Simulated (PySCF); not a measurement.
## Electronic structure of C4H6F3SSi (doublet) in real space

```yaml
atoms:
  - { symbol: F, position_ang: [2.6872, 0.7731, -1.1396] }
  - { symbol: C, position_ang: [2.5396, -0.2886, -0.3387] }
  - { symbol: F, position_ang: [3.6351, -1.0330, -0.4523] }
  - { symbol: F, position_ang: [2.5040, 0.1860, 0.9126] }
  - { symbol: S, position_ang: [1.0559, -1.2549, -0.7526] }
  - { symbol: C, position_ang: [-0.1860, 0.0636, -0.6068] }
  - { symbol: C, position_ang: [-0.5807, 0.4393, 0.8279] }
  - { symbol: C, position_ang: [-2.1160, 0.3798, 0.7360] }
  - { symbol: Si, position_ang: [-2.0029, -0.5071, -0.9656] }
  - { symbol: H, position_ang: [0.1842, 0.9018, -1.1938] }
  - { symbol: H, position_ang: [-0.2084, -0.3056, 1.5305] }
  - { symbol: H, position_ang: [-0.1970, 1.4138, 1.1302] }
  - { symbol: H, position_ang: [-2.5822, -0.1719, 1.5494] }
  - { symbol: H, position_ang: [-2.5621, 1.3718, 0.7157] }
  - { symbol: H, position_ang: [-2.1750, -1.9600, -0.9975] }
```

Geometry: GFN2-xTB.

All numbers below come from UKS B3LYP, pcH-1 on C F H S Si, non-relativistic, mean-field spin-orbit, GIAO (PySCF 2.14.0, density-fitted response routines).

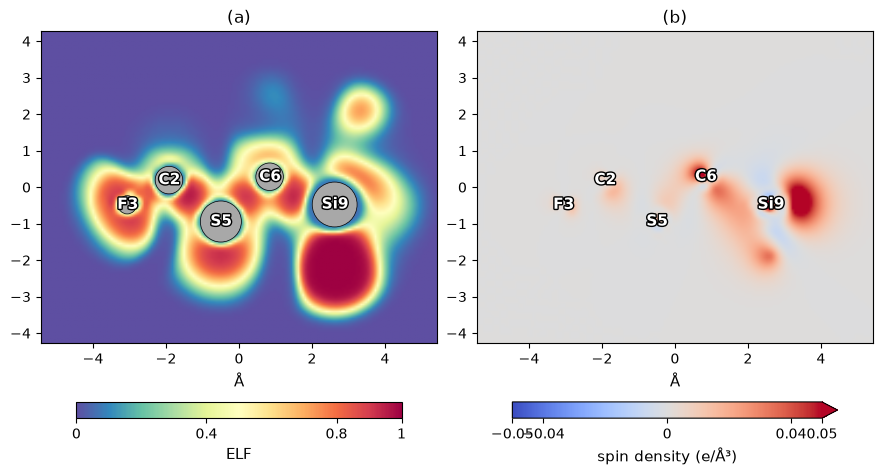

Figure 1. (a) electron localisation function; (b) spin density on the plane of atoms F3, C2 and S5. Grey discs cover the atomic cores in the ELF map.

What does the map show?

Answer. The plane passes through C, F, S and Si nuclei. C–F (1.33 Å): the ELF peaks at about 0.85 between the atoms, as expected for a shared but strongly polarised pair. C–S (1.82 Å): the ELF peaks at about 0.90 between the atoms; localised, covalent bonding. C–Si (1.94 Å): the ELF peaks at about 0.95 between the atoms: a shared electron pair. The ELF also peaks beside S5 and F3, away from the bonds: non-bonding electrons, paired or unpaired. The unpaired spin (1 electron) lies mostly on Si9 (about 0.8), in electrons by Hirshfeld's partition.

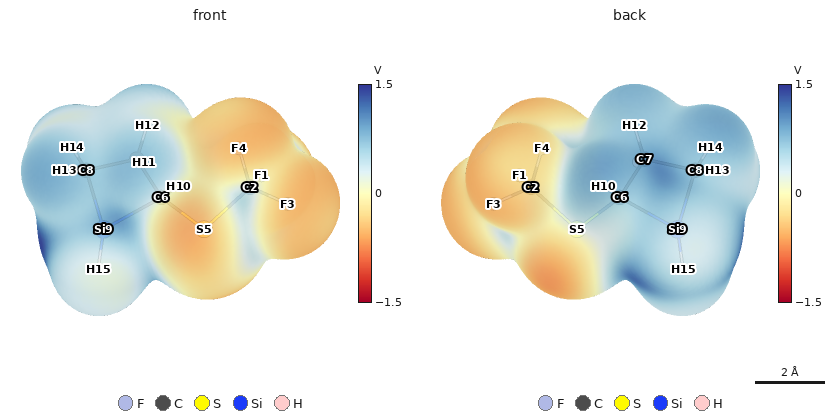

Figure 2. The electrostatic potential painted on the density surface at 0.002 e/bohr³, seen from the front and from behind; red is negative and blue positive.

Describe the electrostatic potential map.

Answer. The most negative region (about −0.7 V) lies over S5, the most positive (about +1.3 V) over Si9.
